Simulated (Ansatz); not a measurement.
Results of PBE-D3(BJ) (Ansatz, an electronic-structure program, PAW) for hcp Tc.

Settings: plane-wave cutoff 520 eV, 24×24×12 k mesh (along the axes of the cell as run), Fermi–Dirac smearing 0.05 eV, no spin polarisation, scalar-relativistic PAW data made under PBE.

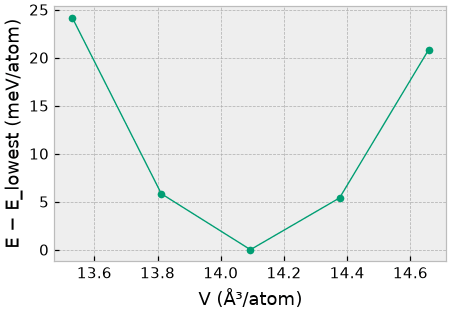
Fig. 1. Total energy against volume

### Question
From the curve, estimate the equilibrium volume and the bulk modulus.

### Answer
V0 ≈ 14.1 Å³/atom and B0 ≈ 320 GPa; the fit gives V0 = 14.094 Å³/atom, B0 = 318 GPa, B′ = 4.5.

Shape and atoms are relaxed at each volume.

Measured, for comparison: bulk modulus 303 GPa (zero-point energy and finite temperature contributions removed; as tabulated in doi:10.1021/acs.jctc.3c00612). Computed (rounded) less measured: bulk modulus +5 %.

Note: the bulk modulus comes from volumes at which shape and atoms were relaxed.

The computed numbers hold no vibrational or temperature effects.
